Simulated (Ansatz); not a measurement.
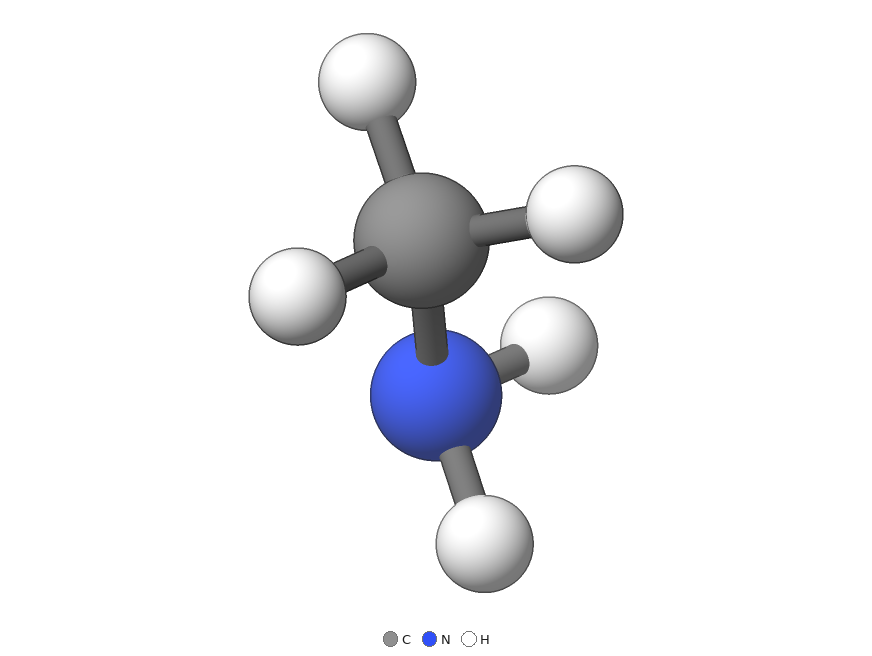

The picture shows a molecular structure as a ball-and-stick model. Every bond is drawn as one stick, whatever its order.

The computed structure is the end point of a PBE0-D4/def2-TZVP optimisation.

Describe the molecule.

It has 7 atoms: 1 carbon, 5 hydrogen and 1 nitrogen (CH₅N). SMILES: `CN`. It has no ring. Among its groups: primary amine. The point group is Cs. Coordination: 1 C tetrahedral; 1 N trigonal pyramidal.

The parts below concern this one geometry. Atoms keep their numbers from picture to picture.

Vibrations

Harmonic vibrations computed with RKS PBE0-D4/def2-TZVP (Ansatz 0.2.0) at a stationary point of the same level.

List the wavenumbers.

15 modes: 305, 832, 975, 1090, 1169, 1347, 1452, 1490, 1512, 1664, 2987, 3081, 3120, 3532, 3612 cm⁻¹.

Thermal motion

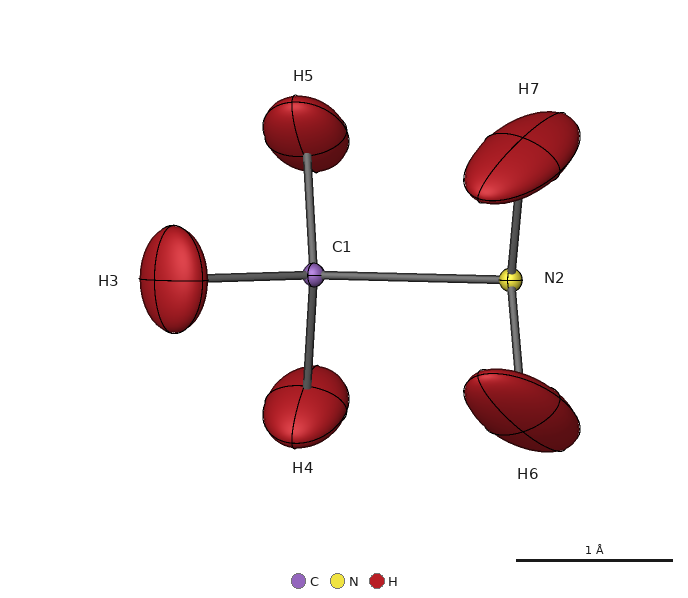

Displacement ellipsoids at the 50 % level, enlarged 1.5 times, from the internal vibrations of the free molecule (harmonic, no overall translation or rotation; no half-axis is drawn under 0.075 Å). Vibrations computed with RKS PBE0-D4/def2-TZVP (Ansatz 0.2.0). Temperature: 600 K.

Which atom has the largest mean-square displacement?

H6, H7, with U_eq = 0.0252 Å².

Does H7 move more along its bond or across it?

Across it: the root-mean-square amplitude is 0.069 Å along the bond and up to 0.238 Å across, since bending and torsion are softer than stretching.

List U_eq and the three principal root-mean-square amplitudes for each kind of atom.

```json
{"atom": "C1", "U_eq (Å²)": "0.00050", "rms amplitudes (Å)": "0.018, 0.018, 0.029"}
{"atom": "N2", "U_eq (Å²)": "0.00046", "rms amplitudes (Å)": "0.016, 0.020, 0.027"}
{"atom": "H3", "U_eq (Å²)": "0.0136", "rms amplitudes (Å)": "0.073, 0.115, 0.149"}
{"atom": "H4, H5", "U_eq (Å²)": "0.0156", "rms amplitudes (Å)": "0.072, 0.115, 0.168"}
{"atom": "H6, H7", "U_eq (Å²)": "0.0252", "rms amplitudes (Å)": "0.067, 0.121, 0.238"}
```

Levels of theory compared

Program: Ansatz 0.2.0.

Compare vertical IP (eV), dipole (D), HOMO–LUMO gap (eV) at these levels: B3LYP-D4/def2-TZVPP; PBE-D4/def2-TZVPP; r2SCAN-D4/def2-TZVPP; ωB97M-V/def2-TZVPP.

```csv
level,vertical IP (eV),dipole (D),HOMO–LUMO gap (eV)
B3LYP-D4/def2-TZVPP,9.63,1.30,7.34
PBE-D4/def2-TZVPP,9.47,1.26,5.61
r2SCAN-D4/def2-TZVPP,9.40,1.28,6.80
ωB97M-V/def2-TZVPP,9.63,1.31,11.76
```
